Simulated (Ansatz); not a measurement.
# C2H4F2 (1,2-difluoroethane) at CCSD/def2-SVPD

What is the electronic atomisation energy of C2H4F2 (1,2-difluoroethane) at CCSD/def2-SVPD? 

Program for the calculation: Ansatz 0.2.0.

28 further runs of the same task are left out: 28 set aside as unsound or not needed.

## Step 1: The structure to begin with

The species is C2H4F2 (8 atoms), meant as a singlet with charge 0. SMILES: `FCCF`. The shape is that of a PBE0-D4/def2-TZVP optimisation. This is one conformer, not always the lowest.

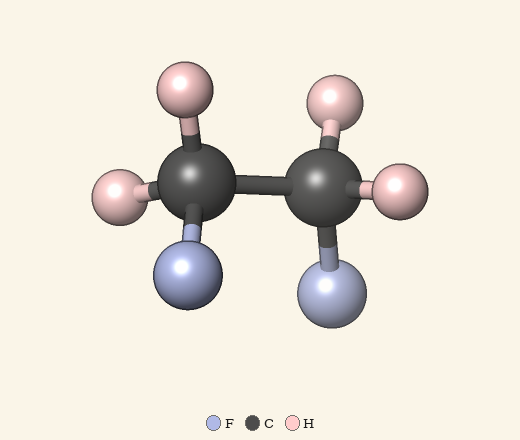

The structure, seen from a chosen angle (fluorine light blue, carbon dark grey, hydrogen pink).

## Step 2: The energy at CCSD/def2-SVPD

The input, in.yaml:

```yaml
crystal:
  periodic: [false, false, false]
  atoms:
    - symbol: F
      position_ang: [-1.312370, 0.775570, 0.874010]
    - symbol: C
      position_ang: [-0.115750, 0.716060, 0.193200]
    - symbol: C
      position_ang: [0.217900, -0.696080, -0.177380]
    - symbol: F
      position_ang: [-0.618130, -1.153280, -1.172850]
    - symbol: H
      position_ang: [-0.201180, 1.337840, -0.702830]
    - symbol: H
      position_ang: [0.670250, 1.117960, 0.841860]
    - symbol: H
      position_ang: [1.248900, -0.742470, -0.544780]
    - symbol: H
      position_ang: [0.110390, -1.355610, 0.688780]
basis:
  gaussian:
    orbitals: def2-SVPD
accuracy: high
scf:
  omitted_lower_state_checks: [cluster_reference, increment]
correlation:
  method: ccsd
  frozen_orbitals: {C: 1, F: 1, H: 0}
```

Command:

```
$ ansatz run in.yaml --threads 1 --pin off --max-ram 3480MiB --events-out events.jsonl --progress --plain --runs-dir runs
```

The program printed (excerpt; [...] marks lines left out):

```text
Warning: RAYON_NUM_THREADS=1 ignored (pool sized by the plan → 1); use --threads N
Functional definition: HF
  name "HF"
[...]
2408 factors; integrals over basis functions are off by at most 3.2e-9 eV
[...]
mean field -7530.17299375 eV, -276.7287533856 hartree, gradient 1.1e-8 eV, S^2 0.000000; 0 other end points of the search recorded, 0 dependent functions left out
4 core orbitals not correlated: weight in the atoms' cores, before any rotation towards them, 1.000 or more for the frozen orbitals, at most 0.000 for the correlated occupied ones
reference -7530.17299375 eV, -276.7287533856 hartree; 13, 13 occupied and 101, 101 virtual orbitals, 2408 factors
second order -18.47322974 eV of doubles, -0.00000000 eV of singles
cycle   1  -18.77685438 eV  change   -3.0e-1 eV  update   9.8e-2
[...]
cycle  19  -19.31981539 eV  change  -3.6e-11 eV  update   1.6e-9
Total energy: -7549.49280914 eV, -277.4387435058 hartree
Checks for a lower state left out: cluster_reference, increment
```

Run time: 11 s. Hardware: 1 thread of AMD EPYC 9R45 (Zen 5), shared host; peak memory 1.2 GiB.

## Step 3: The C atom

The input, job.yaml:

```yaml
crystal:
  periodic: [false, false, false]
  atoms:
    - symbol: C
      position_ang: [0.000000, 0.000000, 0.000000]
basis:
  gaussian:
    orbitals: def2-SVPD
magnetization:
  spin_polarized: true
  initial_magnetization: 2
correlation:
  method: ccsd
  frozen_orbitals: {C: 1}
accuracy: high
scf:
  omitted_lower_state_checks: [cluster_reference, increment]
```

Run the same way, it converges to -37.72066 Eh (log not shown).

## Step 4: The F atom, same level

The input, run.yaml:

```yaml
crystal:
  periodic: [false, false, false]
  atoms:
    - symbol: F
      position_ang: [0.000000, 0.000000, 0.000000]
basis:
  gaussian:
    orbitals: def2-SVPD
magnetization:
  spin_polarized: true
  initial_magnetization: 1
accuracy: high
correlation:
  method: ccsd
  frozen_orbitals: {F: 1}
scf:
  omitted_lower_state_checks: [cluster_reference, increment]
```

Command:

```
$ ansatz run run.yaml --threads 1 --pin off --max-ram 3480MiB --events-out events.jsonl --progress --plain --runs-dir runs
```

The program printed (excerpt; [...] marks lines left out):

```text
Warning: RAYON_NUM_THREADS=1 ignored (pool sized by the plan → 1); use --threads N
Functional definition: HF
  name "HF"
[...]
194 factors; integrals over basis functions are off by at most 1.8e-9 eV
[...]
mean field -2701.80765935 eV, -99.2896001302 hartree, gradient 3.6e-8 eV, S^2 0.753628; 3 other end points of the search recorded, 0 dependent functions left out
1 core orbitals not correlated: weight in the atoms' cores, before any rotation towards them, 1.000 or more for the frozen orbitals, at most 0.000 for the correlated occupied ones
reference -2701.80765935 eV, -99.2896001302 hartree; 4, 3 occupied and 18, 19 virtual orbitals, 194 factors
second order -3.97637652 eV of doubles, -0.00000000 eV of singles
cycle   1  -4.20691447 eV  change   -2.3e-1 eV  update   3.6e-2
[...]
cycle  19  -4.30049079 eV  change  -2.5e-10 eV  update  2.0e-10
Total energy: -2706.10815014 eV, -99.4476402517 hartree
Checks for a lower state left out: cluster_reference, increment
```

Run time: 0.18 s. Hardware: 1 thread of AMD EPYC 9R45 (Zen 5), shared host.

## Step 5: The H atom: the energy at UHF/def2-SVPD

The input, run.yaml:

```yaml
crystal:
  periodic: [false, false, false]
  atoms:
    - {symbol: H, position_ang: [0.000000, 0.000000, 0.000000]}
basis:
  gaussian: {orbitals: def2-SVPD}
magnetization: {spin_polarized: true, initial_magnetization: 1}
hamiltonian: {xc: hf}
accuracy: high
```

Run the same way, it converges to -0.49928 Eh (log not shown).

## Step 6: Outcome

At CCSD/def2-SVPD, 4 core orbitals frozen:

| quantity | value |
| --- | --- |
| molecule: total energy | -277.43874 Eh |
| molecule: correlation energy (4 core orbitals frozen) | -710.0 mEh |
| molecule: T1 diagnostic | 0.012 |
| C atom: total energy | -37.72066 Eh |
| C atom: correlation energy (1 core orbital frozen) | -74.4 mEh |
| C atom: ⟨S²⟩ of the reference determinant | 2.010 |
| C atom: T1 diagnostic | 0.008 |
| F atom: total energy | -99.44764 Eh |
| F atom: correlation energy (1 core orbital frozen) | -158.0 mEh |
| F atom: ⟨S²⟩ of the reference determinant | 0.754 |
| F atom: T1 diagnostic | 0.010 |
| H atom: total energy | -0.49928 Eh |
| H atom: ⟨S²⟩ | 0.750 |
| electronic atomisation energy | 30.069 eV |

In words: Taking the molecule apart into free atoms costs 30.07 eV (693 kcal/mol), before zero-point energy and without spin-orbit coupling.
